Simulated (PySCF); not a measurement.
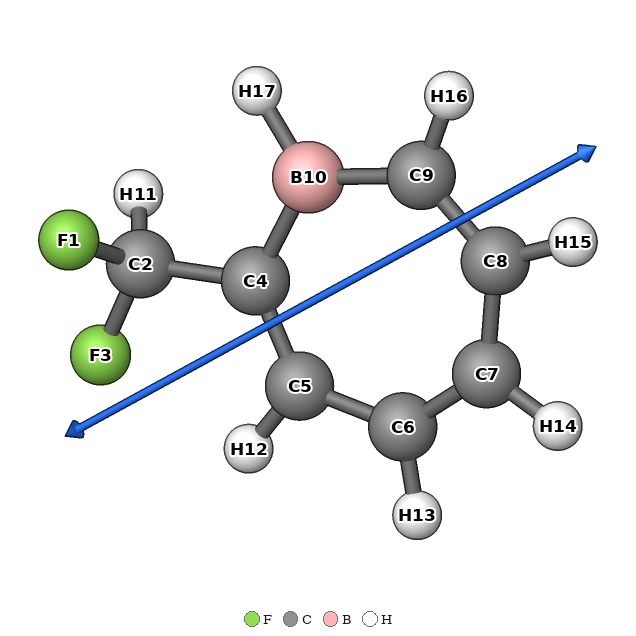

The double arrow shows the direction of the transition dipole to excited singlet state 1 (its length means nothing). The geometry was computed by an optimisation with PBE0-D3(BJ)/def2-SVP. No frequency run is at hand to confirm it as a minimum. Level of theory: TDDFT CAM-B3LYP/def2-SVPD, vertical, IEF-PCM dimethylsulfoxide (non-equilibrium linear response), core orbitals frozen in the response (PySCF 2.14.0).

### How is the transition polarised?

Nearly parallel to the C6–C7 bond.

### Where does the transition lie, and how strong is it?

4.52 eV (274 nm), oscillator strength 0.22, mainly HOMO → LUMO (weight 0.93); transition dipole 3.58 D.
